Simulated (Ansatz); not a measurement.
Calculation: PBE (plane waves to 420 eV, PAW; Ansatz, a program for electronic structure).

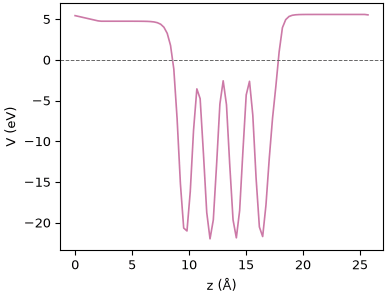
Figure: Electrostatic potential energy of an electron, averaged over planes parallel to the surface, in eV from the Fermi level, for N on the 1x1 (110) surface of bcc W, one in a 2x1 cell, started at the site 'hollow W-W-W'

Slab: 9 atoms, 6.6 Å thick at the start under the adsorbate (thin: gaps and levels are the slab's own); k 6x12x1, smearing 0.1 eV, dipole-corrected; 4 atoms held, the rest relaxed; no symmetry held; no spin, no spin-orbit, no U, no dispersion correction. At the end it is bonded to 3 W. In PBE it is, or lies within 0.03 eV of, the lowest of the starts that converged.

The vacuum level lies 5.58 eV above the Fermi level over the top face and 4.75 eV above it under the bottom face.
